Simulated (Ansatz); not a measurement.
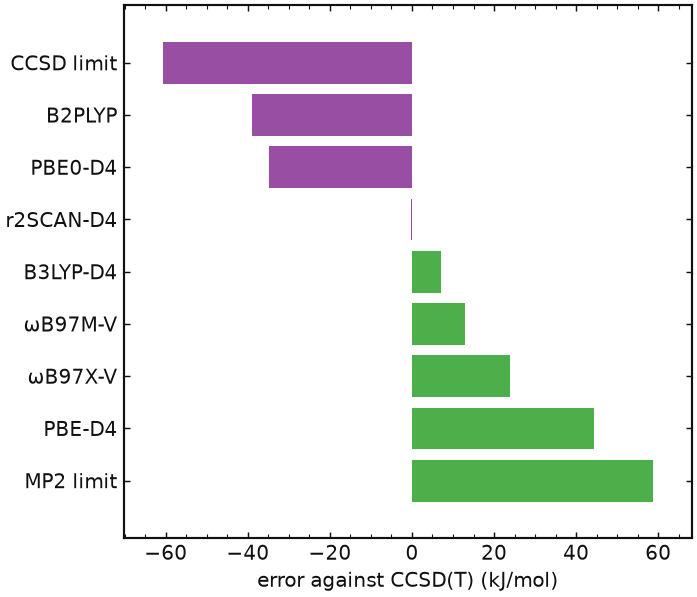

Error in the electronic atomisation energy (method less reference, so positive means overbinding) of CH₆AlNOSi, SMILES [AlH2][O]/C=N\[SiH3], singlet: functionals in def2-TZVPP against frozen-core CCSD(T) at the limit (MP2 extrapolated from triple and quadruple zeta, plus CCSD(T) less MP2 in a smaller set), which gives 3799.5 kJ/mol, at a PBE0-D4/def2-TZVP geometry (no frequency check), no zero-point or spin-orbit term, the Ansatz code. The reference leaves out core correlation, a term that grows with the number of heavy atoms. B2PLYP holds a correlation term that converges slowly with the basis, so part of the distance to the limit is basis error. No dispersion term is added to B2PLYP. Limit means the basis limit.

Question: What range do the values span?

Answer: From −60.7 kJ/mol (CCSD limit) to 58.6 kJ/mol (MP2 limit).

Question: Give the values.

Answer:
```
     level  kJ/mol
CCSD limit   −60.7
    B2PLYP   −39.0
   PBE0-D4   −34.8
 r2SCAN-D4    −0.2
  B3LYP-D4     7.2
   ωB97M-V    12.9
   ωB97X-V    24.0
    PBE-D4    44.4
 MP2 limit    58.6
```

Limits of at least one run: one conformer of a flexible molecule.
